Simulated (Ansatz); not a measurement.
# ZnCu: response to strain

The reference is ZnCu in the CsCl type structure (space group Pm-3m, No. 221; a = 2.9085 Å; relaxed with 0.1 eV smearing). Axes: x, y, z lie along the cube axes.

Strains are applied to the cell and any free atomic positions relax.

The values are results of PBEsol (Ansatz, a program for electronic structure, PAW, no spin-orbit coupling), not measurements.

Notes on the quantities. pressure: mean of the normal stresses, compression positive.

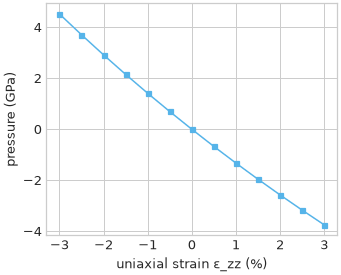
*Pressure against uniaxial strain ε_zz*

| uniaxial strain ε_zz (%) | pressure |
|---|---|
| -3 | 4.5 GPa |
| -2.5 | 3.7 GPa |
| -2 | 2.9 GPa |
| -1.5 | 2.2 GPa |
| -1 | 1.4 GPa |
| -0.5 | 0.7 GPa |
| 0.5 | -0.7 GPa |
| 1 | -1.3 GPa |
| 1.5 | -2.0 GPa |
| 2 | -2.6 GPa |
| 2.5 | -3.2 GPa |
| 3 | -3.7 GPa |

No phonon test of stability was made. All final runs are without spin polarisation.
